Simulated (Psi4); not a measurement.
# BHLYP/aug-cc-pVTZ run of GeSe (Germanium monoselenide)

Wanted: energy and gradient of GeSe (Germanium monoselenide). The job is set up through a Python script.

The calculation is run with Psi4 1.11.

3 further runs of the same task are left out: 3 that didn't finish.

## Step 1: The molecule

GeSe: 2 atoms, total charge 0, spin state singlet. SMILES: `[Ge-]#[Se+]`. The Ge1–Se2 distance was set to 2.455 Å, away from the relaxed value.

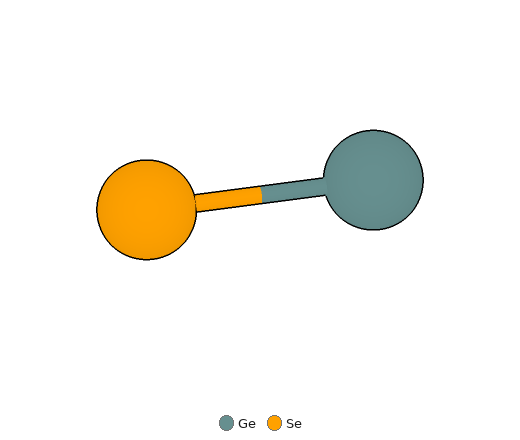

The structure, seen from a chosen angle (germanium teal, selenium orange).

## Step 2: Energy and gradient at BHLYP/aug-cc-pVTZ

The input, gese.py:

```python
import psi4

psi4.set_memory('1600 MB')
psi4.set_num_threads(1)
psi4.core.set_output_file('output.dat', False)

molecule = psi4.geometry("""
Ge     0.00000000     0.00000000    -0.60503550
Se     0.00000000     0.00000000     4.03386419
units au
symmetry c1
no_reorient
no_com
""")

options = {'basis': 'aug-cc-pVTZ', 'puream': True, 'e_convergence': 1e-09, 'd_convergence': 1e-08, 'scf_type': 'pk', 'dft_radial_points': 99, 'dft_spherical_points': 590}
psi4.set_options(options)

energy_value, wavefunction = psi4.gradient("bhhlyp", return_wfn=True)
psi4.oeprop(wavefunction, "LOWDIN_CHARGES", "MULLIKEN_CHARGES", "QUADRUPOLE")
print('gradient / Eh bohr^-1')
print(energy_value.np.round(6))
print(f'energy = {wavefunction.energy():.10f} Eh')
```

Started as:

```bash
$ python gese.py
```

output.dat:

```text
[...]
  Running in c1 symmetry.
[...]
  Nuclear repulsion =  234.538376060466192
[...]
  Multiplicity = 1
[...]
  Nalpha       = 33
  Nbeta        = 33
[...]
    Number of basis functions: 118
[...]
   @RKS iter   1: -4477.34107825761748   -5.51952e+00   2.02624e-02 ADIIS/DIIS
[...]
   @RKS iter  12: -4478.61505981735718   -3.72893e-11   6.21388e-09 DIIS
[...]
  @RKS Final Energy: -4478.61505981735718
   => Energetics <=
    Nuclear Repulsion Energy =            234.5383760604661916
    One-Electron Energy =               -6706.8444417369064467
    Two-Electron Energy =                2078.4149654220341290
    DFT Exchange-Correlation Energy =     -84.7239595629513502
    Empirical Dispersion Energy =           0.0000000000000000
    VV10 Nonlocal Energy =                  0.0000000000000000
    Total Energy =                      -4478.6150598173580875
[...]
  -Total Gradient:
     Atom            X                  Y                   Z
    ------   -----------------  -----------------  -----------------
       1        0.000000000001     0.000000000001    -0.084899640293
       2        0.000000000000    -0.000000000000     0.084899339815
[...]
 Multipole Moments:
 ------------------------------------------------------------------------------------
     Multipole            Electronic (a.u.)      Nuclear  (a.u.)        Total (a.u.)
 ------------------------------------------------------------------------------------
 L = 1.  Multiply by 2.5417464519 to convert [e a0] to [Debye]
 Dipole X            :          0.0000000            0.0000000            0.0000000
 Dipole Y            :          0.0000000            0.0000000            0.0000000
 Dipole Z            :       -119.2261374          117.7902465           -1.4358910
 Magnitude           :                                                    1.4358910
 L = 2.  Multiply by 1.3450342976 to convert [e a0^2] to [Debye ang]
 Quadrupole XX       :        -26.8832743            0.0000000          -26.8832743
 Quadrupole XY       :         -0.0000000            0.0000000           -0.0000000
[...]
  Mulliken Charges: (a.u.)
   Center  Symbol    Alpha    Beta     Spin     Total
       1    GE    15.81090 15.81090  0.00000  0.37820
       2    SE    17.18910 17.18910  0.00000 -0.37820
   Total alpha = 33.00000, Total beta = 33.00000, Total charge =  0.00000
  Lowdin Charges: (a.u.)
   Center  Symbol    Alpha    Beta     Spin     Total
       1    GE    15.95051 15.95051  0.00000  0.09898
       2    SE    17.04949 17.04949  0.00000 -0.09898
  Total alpha = 33.00000, Total beta = 33.00000, Total charge =  0.00000
```

Standard output:

```text
gradient / Eh bohr^-1
[[ 0.        0.       -0.0849  ]
 [ 0.       -0.        0.084899]]
energy = -4478.6150598174 Eh
```

It took 6.3 min on 1 thread of AMD EPYC 7R43 (Zen 3), shared host; peak memory 1.5 GiB.

## Step 3: Summary of results

Level: BHLYP/aug-cc-pVTZ.

```
                quantity           value
            total energy  -4478.61506 Eh
           dipole moment          3.65 D
             HOMO energy        -7.64 eV
             LUMO energy        -2.43 eV
           HOMO–LUMO gap         5.21 eV
largest force on an atom      4.366 eV/Å
```
